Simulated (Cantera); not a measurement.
Charge: 1 mol Cr2O3, 6.6 mol H2, equilibrated at 1.33 mbar.

Method: chemical equilibrium by Gibbs-energy minimisation in Cantera with the NASA 1993 tables (ideal gas, pure condensed phases). Candidate condensed phases: Cr, Cr2O3, H2O; 13 gas species. Mutual solubility and eutectic melting of coexisting phases are not modelled. Equilibrium is a limit: real reactors are often held back by kinetics, nucleation or transport.

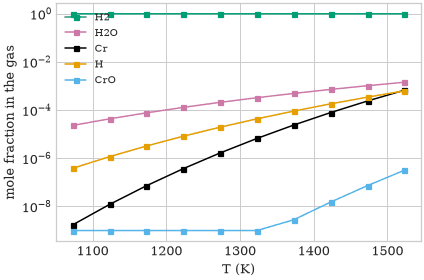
*Equilibrium gas composition (values under 1e-9 drawn at 1e-9)*

From 1073 K to 1123 K the condensed part is Cr2O3(s). From 1173 K to 1523 K the condensed part is Cr(s) + Cr2O3(s).
